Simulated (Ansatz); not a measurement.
## Geometry relaxation, with input and output: AlN3H8

System: AlN3H8.
Method: RKS PBE0/6-31G* (Ansatz 0.2.0).

It belongs to a series of runs on one base structure; here: end point A relaxed. Figures and captions count atoms from 1; the log counts them from 0 in places.

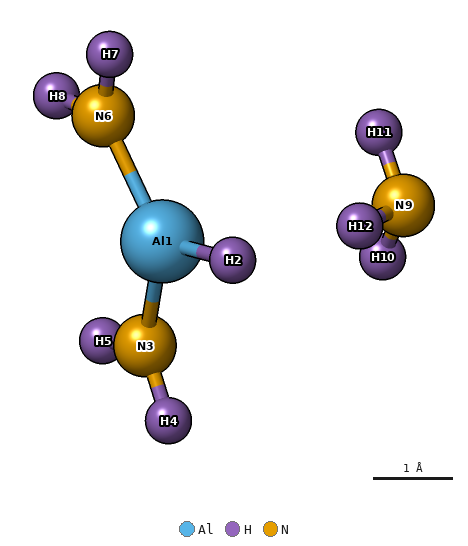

*The starting structure (ball-and-stick view, seen at a tilt; atoms are numbered from 1 in the order of the input). Sticks mark near contacts.*

Bond lengths as drawn: Al–H 1.57 Å, Al–N 1.78 Å and H–N 1.01 to 1.04 Å.

## Input
```yaml
crystal:
  periodic: [false, false, false]
  atoms:
    - { symbol: Al, position_ang: [-0.030784, -0.16707, -0.15694] }
    - { symbol: H, position_ang: [-0.121006, -0.398457, 1.393507] }
    - { symbol: "N", position_ang: [1.567799, -0.036105, -0.933958] }
    - { symbol: H, position_ang: [2.439635, -0.240832, -0.466598] }
    - { symbol: H, position_ang: [1.729426, 0.130282, -1.917129] }
    - { symbol: "N", position_ang: [-1.522435, 0.000471, -1.114536] }
    - { symbol: H, position_ang: [-2.451621, -0.078823, -0.726079] }
    - { symbol: H, position_ang: [-1.571591, 0.145668, -2.112941] }
    - { symbol: "N", position_ang: [0.11542, 2.417414, 1.57565] }
    - { symbol: H, position_ang: [0.936152, 2.468706, 0.976357] }
    - { symbol: H, position_ang: [-0.689044, 2.684499, 1.013428] }
    - { symbol: H, position_ang: [-0.007352, 1.419147, 1.832039] }
basis:
  gaussian: { orbitals: "6-31G*" }
hamiltonian:
  xc: pbe0
relax:
  f_tol: 0.03
  max_steps: 50
```

Hardware: 1 thread of Intel Xeon @ 2.50GHz (Skylake/Cascade Lake), 32 GiB of memory available, shared host.

Run as:
```bash
ansatz run input.yaml --threads 1 --pin off --max-ram 2048MiB --backend cpu --events-out ev --progress --plain --runs-dir out
```

## Log
```
The last accepted step is kept in [file] (removed where the run ends without a failure and the disk answers)
Engine: ansatz 0.2.0, x86_64-unknown-linux-gnu
Functional definition: PBE0
  parameter a = 0.25
  parameter kappa = 0.804
  parameter beta = 0.06672455060314922
  exchange = (1 - a)*pbe_x(kappa = kappa, mu = beta*pi^2/3) + a*exact_x
  correlation = pbe_c(beta = beta)
918 factors; integrals over basis functions are off by at most 5.3e-4 eV
mean field evaluation 1: about -11175.2549 eV, gradient 8.6e1 eV
mean field evaluation 2: about -11160.9499 eV, gradient 1.1e2 eV
mean field evaluation 4: about -11189.5944 eV, gradient 4.2e0 eV
mean field evaluation 8: about -11189.6431 eV, gradient 3.0e-2 eV
mean field -11189.64310024 eV, -411.2117993213 hartree, gradient 6.8e-5 eV, S^2 0.000000; 0 other end points of the search recorded, 0 dependent functions left out
the calculation of the forces begins
reference -11189.64313204 eV, -411.2118004898 hartree; 21, 21 occupied and 59, 59 virtual orbitals, 918 factors
relax step   1: F+E_penalty+E_count = -11189.64310024 eV  Δ(F+E_penalty+E_count) = +0.000e0 eV  max|allowed force component| = 1.021e0 eV/Å  Δτ_max = 0.0000 Å  (24 SCF iters, accepted)
these checks for a lower state are left out or cut short: starts, cluster_reference, orbital_swaps, neighbouring_geometries, increment
918 factors; integrals over basis functions are off by at most 5.1e-4 eV
mean field evaluation 16: about -11189.7116 eV, gradient 9.7e-2 eV
mean field -11189.72637204 eV, -411.2148595034 hartree, gradient 1.4e-5 eV, S^2 0.000000; 0 other end points of the search recorded, 0 dependent functions left out
[... from here on the field's lines of each further geometry are left out, up to the last ...]
relax step   2: F+E_penalty+E_count = -11189.72637204 eV  Δ(F+E_penalty+E_count) = -8.327e-2 eV  max|allowed force component| = 6.548e-1 eV/Å  Δτ_max = 0.1946 Å  (26 SCF iters, accepted)
relax step   3: F+E_penalty+E_count = -11189.76034321 eV  Δ(F+E_penalty+E_count) = -3.397e-2 eV  max|allowed force component| = 4.353e-1 eV/Å  Δτ_max = 0.2000 Å  (27 SCF iters, accepted)
relax step   4: F+E_penalty+E_count = -11189.80055901 eV  Δ(F+E_penalty+E_count) = -4.022e-2 eV  max|allowed force component| = 3.424e-1 eV/Å  Δτ_max = 0.1982 Å  (26 SCF iters, accepted)
relax step   5: F+E_penalty+E_count = -11189.77355212 eV  Δ(F+E_penalty+E_count) = +2.701e-2 eV  max|allowed force component| = 6.204e-1 eV/Å  Δτ_max = 0.1128 Å  (27 SCF iters, rejected (line search))
relax step   6: F+E_penalty+E_count = -11189.81770525 eV  Δ(F+E_penalty+E_count) = -1.715e-2 eV  max|allowed force component| = 1.697e-1 eV/Å  Δτ_max = 0.0550 Å  (28 SCF iters, accepted)
relax step   7: F+E_penalty+E_count = -11189.83677799 eV  Δ(F+E_penalty+E_count) = -1.907e-2 eV  max|allowed force component| = 2.364e-1 eV/Å  Δτ_max = 0.1000 Å  (26 SCF iters, accepted)
relax step   8: F+E_penalty+E_count = -11189.86852595 eV  Δ(F+E_penalty+E_count) = -3.175e-2 eV  max|allowed force component| = 3.902e-1 eV/Å  Δτ_max = 0.1470 Å  (26 SCF iters, accepted)
relax step   9: F+E_penalty+E_count = -11189.90166061 eV  Δ(F+E_penalty+E_count) = -3.313e-2 eV  max|allowed force component| = 8.926e-1 eV/Å  Δτ_max = 0.1957 Å  (27 SCF iters, accepted)
relax step  10: F+E_penalty+E_count = -11189.97444608 eV  Δ(F+E_penalty+E_count) = -7.279e-2 eV  max|allowed force component| = 1.399e0 eV/Å  Δτ_max = 0.1177 Å  (26 SCF iters, accepted)
relax step  11: F+E_penalty+E_count = -11190.09150209 eV  Δ(F+E_penalty+E_count) = -1.171e-1 eV  max|allowed force component| = 2.848e0 eV/Å  Δτ_max = 0.1952 Å  (27 SCF iters, accepted)
relax step  12: F+E_penalty+E_count = -11190.49237149 eV  Δ(F+E_penalty+E_count) = -4.009e-1 eV  max|allowed force component| = 1.474e0 eV/Å  Δτ_max = 0.1948 Å  (26 SCF iters, accepted)
relax step  13: F+E_penalty+E_count = -11190.40053537 eV  Δ(F+E_penalty+E_count) = +9.184e-2 eV  max|allowed force component| = 1.427e0 eV/Å  Δτ_max = 0.1937 Å  (27 SCF iters, rejected (line search))
relax step  14: F+E_penalty+E_count = -11190.58214537 eV  Δ(F+E_penalty+E_count) = -8.977e-2 eV  max|allowed force component| = 1.691e-1 eV/Å  Δτ_max = 0.0943 Å  (28 SCF iters, accepted)
relax step  15: F+E_penalty+E_count = -11190.57955972 eV  Δ(F+E_penalty+E_count) = +2.586e-3 eV  max|allowed force component| = 6.086e-1 eV/Å  Δτ_max = 0.1000 Å  (27 SCF iters, rejected (line search))
relax step  16: F+E_penalty+E_count = -11190.59604532 eV  Δ(F+E_penalty+E_count) = -1.390e-2 eV  max|allowed force component| = 4.911e-2 eV/Å  Δτ_max = 0.0494 Å  (28 SCF iters, accepted)
relax step  17: F+E_penalty+E_count = -11190.60443042 eV  Δ(F+E_penalty+E_count) = -8.385e-3 eV  max|allowed force component| = 5.039e-2 eV/Å  Δτ_max = 0.0500 Å  (26 SCF iters, accepted)
relax step  18: F+E_penalty+E_count = -11190.60163737 eV  Δ(F+E_penalty+E_count) = +2.793e-3 eV  max|allowed force component| = 3.412e-1 eV/Å  Δτ_max = 0.0750 Å  (28 SCF iters, rejected (line search))
the calculation of the forces begins
reference -11190.60783760 eV, -411.2472527655 hartree; 21, 21 occupied and 59, 59 virtual orbitals, 918 factors
relax step  19: F+E_penalty+E_count = -11190.60780501 eV  Δ(F+E_penalty+E_count) = -3.375e-3 eV  max|allowed force component| = 1.560e-2 eV/Å  Δτ_max = 0.0375 Å  (27 SCF iters, accepted)
```

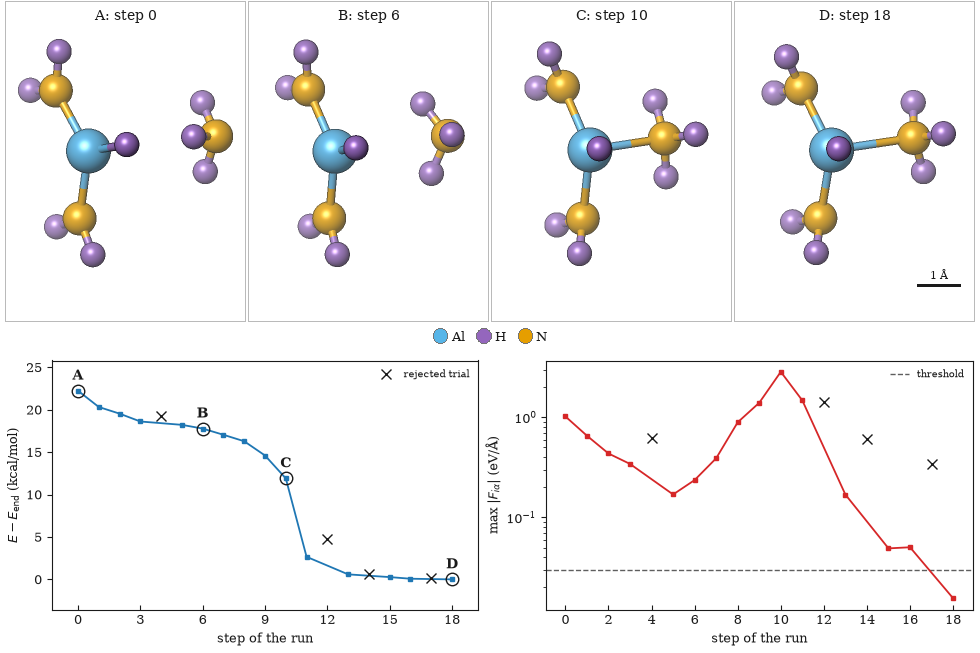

*Frames of the relaxation (ball-and-stick view, seen on its broad side) above the curves, on which the letters mark them (the first geometry is step 0 here and step 1 in the log).*

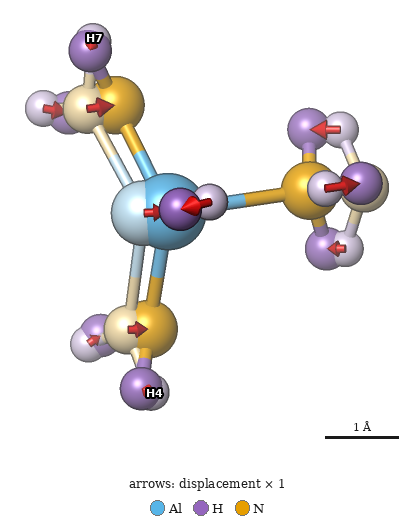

*Start (faint) and end (solid) with the displacements as red arrows, at true length (ball-and-stick view, seen on its broad side). The two geometries are laid on each other by the best rigid fit.*

Over 18 geometry steps the energy falls by 22.2 kcal/mol. The largest force component goes from 1 to 0.016 eV/Å. The line search rejected the trial steps at points 4, 12, 14, 17 (counted from 0) and went back. N9 moves most after the best rigid fit: 0.75 Å. By element the largest moves are N 0.75 Å, H 0.54 Å, Al 0.34 Å. Among the contacts that change: Al1–N9 3.115 → 2.068 Å, Al1–N3 1.782 → 1.830 Å, Al1–H2 1.570 → 1.612 Å, N9–H12 1.038 → 1.017 Å. New bonds form: Al1–N9 (3.11 → 2.07 Å). Among the angles that change: Al1–N3–H4 123.9° → 118.4°, Al1–N6–H8 125.9° → 120.6°, Al1–N3–H5 125.4° → 120.5°. (Atoms are counted from 1 in the order of the input.)

```
918 factors; integrals over basis functions are off by at most 4.3e-4 eV
mean field -11190.60780501 eV, -411.2472515678 hartree, gradient 6.6e-6 eV, S^2 0.000000; 1 other end points of the search recorded, 0 dependent functions left out
the calculation of the forces begins
reference -11190.60783760 eV, -411.2472527655 hartree; 21, 21 occupied and 59, 59 virtual orbitals, 918 factors
Total energy: -11190.60783760 eV, -411.2472527655 hartree
Atom 0 at    -0.001624     0.064048     0.081866 Å, force    -0.002443     0.009783     0.002435 eV/Å
Atom 1 at    -0.105329    -0.940924     1.338111 Å, force     0.000280     0.008972     0.002699 eV/Å
Atom 2 at     1.604950     0.208058    -0.781670 Å, force     0.007214    -0.003539     0.000738 eV/Å
Atom 3 at     2.365517    -0.393191    -0.487300 Å, force     0.002793    -0.004519    -0.004656 eV/Å
Atom 4 at     1.641299     0.272773    -1.791954 Å, force    -0.000689    -0.004102    -0.005811 eV/Å
Atom 5 at    -1.508647     0.353453    -0.914737 Å, force    -0.006301    -0.004204     0.000350 eV/Å
Atom 6 at    -2.338226    -0.187220    -0.700073 Å, force    -0.001738    -0.004427    -0.004948 eV/Å
Atom 7 at    -1.451436     0.436644    -1.922726 Å, force     0.000126    -0.003799    -0.005659 eV/Å
Atom 8 at     0.040425     1.891828     1.047595 Å, force     0.001220     0.008724    -0.004578 eV/Å
Atom 9 at     0.901593     2.344095     0.745300 Å, force    -0.004801     0.001647     0.015273 eV/Å
Atom 10 at    -0.757041     2.411444     0.684725 Å, force     0.004684     0.000425     0.015597 eV/Å
Atom 11 at     0.003119     1.883892     2.063663 Å, force    -0.000344    -0.004960    -0.011439 eV/Å
Dipole moment:     0.025356     0.651131     0.154809 e Å
```

## Trajectory as extended XYZ (Å, eV, eV/Å), 9 of the 19 frames kept, from step=1 to step=19
```
12
Properties=species:S:1:pos:R:3:forces:R:3 step=1 energy=-11189.64310
Al   -0.0308   -0.1671   -0.1569    0.0322   0.1715  -0.1963
H    -0.1210   -0.3985    1.3935   -0.0432  -0.4276   0.1913
N     1.5678   -0.0361   -0.9340   -0.0048  -0.0080  -0.0117
H     2.4396   -0.2408   -0.4666   -0.0019   0.0081   0.0065
H     1.7294    0.1303   -1.9171    0.0081  -0.0055   0.0006
N    -1.5224    0.0005   -1.1145   -0.0149   0.0026  -0.0076
H    -2.4516   -0.0788   -0.7261    0.0055  -0.0057  -0.0013
H    -1.5716    0.1457   -2.1129   -0.0016   0.0027   0.0049
N     0.1154    2.4174    1.5756   -0.0860  -0.7594   0.0749
H     0.9362    2.4687    0.9764   -0.0048   0.0035   0.0047
H    -0.6890    2.6845    1.0134    0.0068  -0.0029   0.0041
H    -0.0074    1.4191    1.8320    0.1047   1.0206  -0.0700
12
Properties=species:S:1:pos:R:3:forces:R:3 step=3 energy=-11189.76034
Al   -0.0188   -0.2740   -0.1516   -0.0926   0.4183  -0.1633
H    -0.1042   -0.7413    1.3547   -0.0224  -0.1937   0.0771
N     1.5787   -0.0068   -0.9049    0.0508  -0.1069   0.0658
H     2.4404   -0.2895   -0.4536   -0.0613   0.0540  -0.0868
H     1.7495    0.2413   -1.8702    0.0073  -0.0083   0.0580
N    -1.5154    0.1180   -1.0576   -0.2293  -0.2612   0.2794
H    -2.4342   -0.1267   -0.6880    0.3386   0.1381  -0.1910
H    -1.5803    0.3304   -2.0436   -0.0003   0.0093   0.0327
N     0.0966    2.5044    1.4433   -0.1112  -0.3740   0.1198
H     0.9142    2.3488    0.8574   -0.0229  -0.0332   0.0335
H    -0.7147    2.5584    0.8278    0.1001  -0.0778   0.1018
H    -0.0171    1.6818    2.0491    0.0431   0.4353  -0.3269
12
Properties=species:S:1:pos:R:3:forces:R:3 step=5 energy=-11189.77355 accepted=F
Al   -0.0197   -0.2311   -0.1109   -0.0729   0.3785  -0.4392
H    -0.1217   -0.8822    1.3335    0.0126  -0.0661  -0.0159
N     1.5752    0.0563   -0.8691   -0.5108   0.0057   0.1943
H     2.3686   -0.2710   -0.3528    0.6204  -0.0449  -0.0631
H     1.8071    0.3598   -1.8046    0.0463  -0.0829   0.1288
N    -1.5099    0.1360   -1.0341    0.3283  -0.0263   0.1984
H    -2.3867   -0.0999   -0.6067   -0.4610  -0.0128  -0.0432
H    -1.6357    0.4646   -1.9821    0.0509  -0.0605   0.1227
N     0.0910    2.4286    1.2943    0.1799   0.2034  -0.2521
H     0.9230    2.2386    0.7433   -0.0138  -0.0264   0.0208
H    -0.7245    2.3734    0.6949   -0.0833  -0.0897   0.0415
H     0.0279    1.7719    2.0572   -0.0966  -0.1779   0.1071
12
Properties=species:S:1:pos:R:3:forces:R:3 step=8 energy=-11189.86853
Al   -0.0099   -0.0690    0.0158    0.0016   0.0421  -0.0806
H    -0.1065   -0.8656    1.4001    0.0069   0.0540  -0.0597
N     1.5942    0.1474   -0.7769    0.0702  -0.0287   0.0869
H     2.4404   -0.2517   -0.3863   -0.0954   0.0405  -0.0621
H     1.7489    0.3919   -1.7464   -0.0366  -0.0224   0.0498
N    -1.5098    0.2643   -0.9230   -0.0478   0.0011   0.0844
H    -2.4237   -0.0315   -0.6020    0.0753   0.0132  -0.0371
H    -1.5579    0.5224   -1.8995    0.0334  -0.0190   0.0376
N     0.0642    2.2584    1.1491    0.0227  -0.3902  -0.1308
H     0.9228    2.1150    0.6219   -0.0614   0.0868   0.0637
H    -0.7633    2.2240    0.5606    0.0263   0.0704   0.0421
H    -0.0049    1.6392    1.9493    0.0049   0.1521   0.0058
12
Properties=species:S:1:pos:R:3:forces:R:3 step=10 energy=-11189.97445
Al    0.0002    0.1031    0.1229   -0.0487  -0.5163  -0.4559
H    -0.0960   -0.8501    1.4205    0.0009  -0.0019  -0.1017
N     1.6299    0.2789   -0.7157    0.3623  -0.2746   0.0710
H     2.4186   -0.2844   -0.3772   -0.4466   0.2990  -0.2070
H     1.7504    0.4078   -1.7191   -0.1125  -0.0722   0.2706
N    -1.5271    0.4201   -0.8568   -0.4552  -0.2774   0.1780
H    -2.3988   -0.0554   -0.5898    0.5598   0.2685  -0.1732
H    -1.5540    0.5710   -1.8610    0.0954  -0.0750   0.1580
N     0.0424    1.9899    0.9899    0.1298  -1.3987   0.9567
H     0.9552    2.0113    0.5178   -0.2937   0.5763   0.3030
H    -0.8224    2.0951    0.4540    0.1569   0.5378   0.2447
H    -0.0037    1.6575    1.9773    0.0517   0.9346  -1.2443
12
Properties=species:S:1:pos:R:3:forces:R:3 step=12 energy=-11190.49237
Al   -0.0031    0.0343    0.1177   -0.0071  -0.3825  -0.2114
H    -0.1041   -1.0422    1.3216    0.0020   0.0725  -0.0946
N     1.6267    0.2551   -0.7171    0.2126  -0.2110  -0.0514
H     2.3998   -0.3466   -0.4296   -0.2573   0.1607  -0.0731
H     1.7119    0.3822   -1.7217   -0.0852  -0.0502   0.1086
N    -1.5272    0.4039   -0.8543   -0.2438  -0.2031  -0.0130
H    -2.3765   -0.1221   -0.6417    0.2970   0.1416  -0.0567
H    -1.5147    0.5498   -1.8587    0.0721  -0.0590   0.0732
N     0.0370    1.8363    0.9889    0.1514   0.5518   1.1937
H     0.9294    2.1852    0.5922   -0.7016   0.0181   0.3045
H    -0.7939    2.2466    0.5330    0.5342   0.0515   0.2940
H     0.0093    1.9625    2.0324    0.0255  -0.0903  -1.4739
12
Properties=species:S:1:pos:R:3:forces:R:3 step=15 energy=-11190.57956 accepted=F
Al   -0.0025    0.0709    0.1225    0.0132  -0.2598  -0.6086
H    -0.1053   -1.0247    1.2963   -0.0026   0.1334   0.1310
N     1.5852    0.2021   -0.7904    0.0208   0.0830   0.2229
H     2.3777   -0.3406   -0.4658   -0.0239   0.0120  -0.0683
H     1.6336    0.2577   -1.8007   -0.0550  -0.0345   0.0578
N    -1.4884    0.3484   -0.9208   -0.0266   0.0817   0.2215
H    -2.3476   -0.1313   -0.6768    0.0288   0.0090  -0.0640
H    -1.4439    0.4214   -1.9303    0.0465  -0.0399   0.0637
N     0.0397    1.8971    1.0629    0.0032  -0.0616  -0.0285
H     0.9066    2.3185    0.7266   -0.1119   0.0299   0.0453
H    -0.7627    2.3841    0.6612    0.1080   0.0245   0.0555
H     0.0022    1.9413    2.0781   -0.0005   0.0223  -0.0282
12
Properties=species:S:1:pos:R:3:forces:R:3 step=17 energy=-11190.60443
Al   -0.0020    0.0497    0.0880   -0.0051   0.0414  -0.0031
H    -0.1054   -0.9761    1.3252   -0.0003   0.0148   0.0168
N     1.6039    0.2145   -0.7731    0.0233  -0.0099   0.0088
H     2.3710   -0.3769   -0.4757    0.0065  -0.0058  -0.0112
H     1.6468    0.2854   -1.7824   -0.0072  -0.0099  -0.0180
N    -1.5070    0.3612   -0.9057   -0.0199  -0.0099   0.0079
H    -2.3440   -0.1666   -0.6875   -0.0039  -0.0058  -0.0114
H    -1.4552    0.4480   -1.9134    0.0068  -0.0102  -0.0162
N     0.0398    1.8837    1.0460    0.0023  -0.0045  -0.0504
H     0.9003    2.3216    0.7202   -0.0076   0.0025   0.0436
H    -0.7579    2.3868    0.6598    0.0053   0.0022   0.0435
H     0.0042    1.9136    2.0614   -0.0002  -0.0049  -0.0104
12
Properties=species:S:1:pos:R:3:forces:R:3 step=19 energy=-11190.60780
Al   -0.0016    0.0640    0.0819   -0.0024   0.0098   0.0024
H    -0.1053   -0.9409    1.3381    0.0003   0.0090   0.0027
N     1.6050    0.2081   -0.7817    0.0072  -0.0035   0.0007
H     2.3655   -0.3932   -0.4873    0.0028  -0.0045  -0.0047
H     1.6413    0.2728   -1.7920   -0.0007  -0.0041  -0.0058
N    -1.5086    0.3535   -0.9147   -0.0063  -0.0042   0.0003
H    -2.3382   -0.1872   -0.7001   -0.0017  -0.0044  -0.0049
H    -1.4514    0.4366   -1.9227    0.0001  -0.0038  -0.0057
N     0.0404    1.8918    1.0476    0.0012   0.0087  -0.0046
H     0.9016    2.3441    0.7453   -0.0048   0.0016   0.0153
H    -0.7570    2.4114    0.6847    0.0047   0.0004   0.0156
H     0.0031    1.8839    2.0637   -0.0003  -0.0050  -0.0114
```

## Results in brief

| quantity | value |
| --- | --- |
| outcome | converged |
| total energy | −11190.6078 eV |
| mean-field energy | −11190.6078 eV |
| largest force (length of the vector) at the end | 0.016 eV/Å |
| wall time | 90 s |
| peak memory | 0.17 GiB |
